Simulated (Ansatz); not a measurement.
**Single-point calculation, with input and output: CH5BOSi**

- system: CH5BOSi, SMILES [SiH3]C1BO1
- method: RKS wB97M-V/ANO-RCC-VTZP (Ansatz 0.2.0)

The geometry comes from this level: PBE0-D4/def2-TZVP. Figures and captions count atoms from 1; the log counts them from 0 in places.

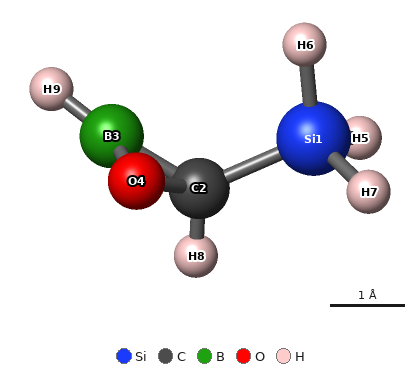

**Figure 1.** The structure as given in the input (ball-and-stick view, seen on its broad side; atoms are numbered from 1 in the order of the input). Bond lengths as drawn: B–C 1.39 Å, B–H 1.09 Å, B–O 1.22 Å, C–H 1.00 Å, C–O 1.40 Å, C–Si 1.72 Å and H–Si 1.37 Å.

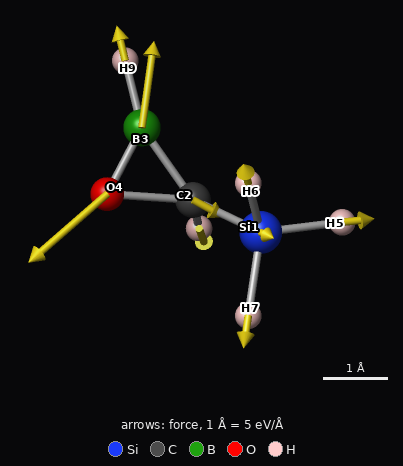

**Figure 2.** Forces on the atoms as yellow arrows (ball-and-stick view, seen at a tilt; atoms are numbered from 1 in the order of the input). The largest act on O4 (8.63 eV/Å); B3 (7.02 eV/Å); H8 (3.75 eV/Å); C2 (2.94 eV/Å), among others. The geometry is not a stationary point of this energy.

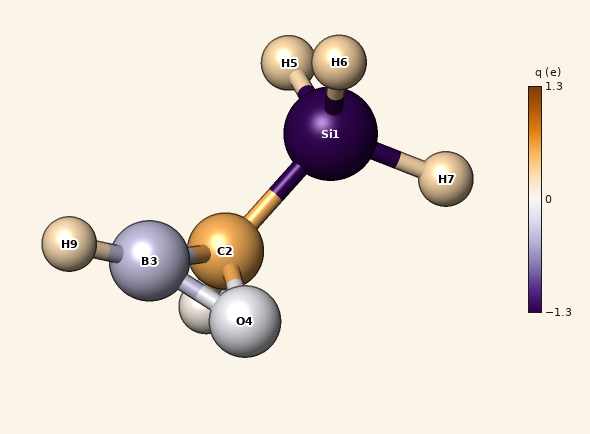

**Figure 3.** Mulliken charges, as the colour of each atom (ball-and-stick view, seen at a tilt; atoms are numbered from 1 in the order of the input). By element: Si −1.26, C +0.55, B −0.42, O −0.10 and H +0.08 to +0.31 e.

The input and output of the run follow.

### Input
```yaml
crystal:
  periodic: [false, false, false]
  atoms:
    - {symbol: Si, position_ang: [0.202322, 1.133675, -0.320828]}
    - {symbol: C, position_ang: [0.285214, -0.575283, -0.169361]}
    - {symbol: B, position_ang: [-0.648025, -1.349743, 0.519237]}
    - {symbol: O, position_ang: [0.351826, -1.052423, 1.150026]}
    - {symbol: H, position_ang: [-0.063719, 1.427361, -1.630443]}
    - {symbol: H, position_ang: [-0.803863, 1.611618, 0.471479]}
    - {symbol: H, position_ang: [1.378534, 1.731811, 0.038992]}
    - {symbol: H, position_ang: [0.942934, -1.054028, -0.755984]}
    - {symbol: H, position_ang: [-1.563804, -1.915491, 0.681059]}
basis:
  gaussian: {orbitals: ANO-RCC-VTZP}
hamiltonian: {xc: {name: wB97M-V}}
output: {forces: true}
```

Command:
```bash
ansatz run in.yaml --threads 2 --pin off --events-out ev --progress --plain --max-ram 4352MiB
```

### Output
```
Functional definition: wB97M-V
  name "wB97M-V"
  cite "Mardirossian & Head-Gordon, J. Chem. Phys. 144, 214110 (2016) doi:10.1063/1.4952647"
  cite "Becke, J. Chem. Phys. 107, 8554 (1997) doi:10.1063/1.475007"
  cite "Vydrov & Van Voorhis, J. Chem. Phys. 133, 244103 (2010) doi:10.1063/1.3521275"
  # Of w^i u^j: cxij and so on, Table III.
  parameter omega = 0.3/bohr
  parameter cx = 0.15
  parameter cx01 = 1.007
  parameter cx10 = 0.259
  parameter css00 = 0.443
  parameter css04 = -1.437
  parameter css10 = -4.535
  parameter css20 = -3.390
  parameter css43 = 4.278
  parameter cos00 = 1.000
  parameter cos10 = 1.358
  parameter cos20 = 2.924
  parameter cos21 = -8.812
  parameter cos60 = -1.390
  parameter cos61 = 9.142
  parameter b = 6.0
  parameter c = 0.01
  gx(w, u) = 1 - cx + cx01*u + cx10*w
  gss(w, u) = css00 + css04*u^4 + css10*w + css20*w^2 + css43*w^4*u^3
  gos(w, u) = cos00 + cos10*w + (cos20 + cos21*u)*w^2 + (cos60 + cos61*u)*w^6
  exchange = spin_sum(e_x_unif_sr(omega)*gx(b97_w, b97_u_x)) + cx*exact_x_sr(omega) + exact_x_lr(omega)
  correlation = spin_sum(e_c_pw_mod_same_spin*gss(b97_w, b97_u_same))
      + integral(e_c_pw_mod_opposite_spin*gos(b97_w_opposite, b97_u_opposite)) + vv10(b, c)
1327 factors; their error is unknown
374 factors; integrals over basis functions are off by at most 7.4e-6 eV
mean field evaluation 1: about -11731.2199 eV, gradient 4.5e1 eV
mean field evaluation 2: about -11731.9450 eV, gradient 4.4e1 eV
mean field evaluation 4: about -11735.1290 eV, gradient 2.6e0 eV
mean field evaluation 8: about -11735.1767 eV, gradient 4.3e-2 eV
mean field evaluation 16: about -11735.1767 eV, gradient 3.3e-5 eV
mean field -11735.17672445 eV, -431.2597902352 hartree, gradient 3.3e-5 eV, S^2 0.000000; 0 other end points of the search recorded, 0 dependent functions left out
the calculation of the forces begins
reference -11735.17679131 eV, -431.2597926921 hartree; 19, 19 occupied and 175, 175 virtual orbitals, 1327 factors
Total energy: -11735.17679131 eV, -431.2597926921 hartree
Relativity: scalar
Atom 0 at     0.202322     1.133675    -0.320828 Å, force    -0.013799     1.417939    -0.329852 eV/Å
Atom 1 at     0.285214    -0.575283    -0.169361 Å, force     0.989224     1.318838    -2.429258 eV/Å
Atom 2 at    -0.648025    -1.349743     0.519237 Å, force    -6.225474    -2.839401    -1.583099 eV/Å
Atom 3 at     0.351826    -1.052423     1.150026 Å, force     5.546812     0.453581     6.589648 eV/Å
Atom 4 at    -0.063719     1.427361    -1.630443 Å, force    -0.522677     0.659873    -2.569924 eV/Å
Atom 5 at    -0.803863     1.611618     0.471479 Å, force    -1.985955     0.983660     1.581551 eV/Å
Atom 6 at     1.378534     1.731811     0.038992 Å, force     2.307484     1.220427     0.722116 eV/Å
Atom 7 at     0.942934    -1.054028    -0.755984 Å, force     2.320907    -1.726253    -2.386330 eV/Å
Atom 8 at    -1.563804    -1.915491     0.681059 Å, force    -2.416524    -1.488665     0.405149 eV/Å
Dipole moment:    -0.077588    -0.113266    -0.176849 e Å
```

### Results in brief

```json
{"quantity": "outcome", "value": "converged"}
{"quantity": "total energy", "value": "−11735.1768 eV"}
{"quantity": "SCF solution under orbital rotations", "value": "stable"}
{"quantity": "largest force (length of the vector)", "value": "8.625 eV/Å"}
{"quantity": "dipole moment", "value": "1.08 D"}
{"quantity": "hardware", "value": "2 threads of Arm Neoverse V1, 23 GiB of memory available, shared host"}
{"quantity": "wall time", "value": "27 s (CPU time 52 s)"}
{"quantity": "peak memory", "value": "0.73 GiB"}
```
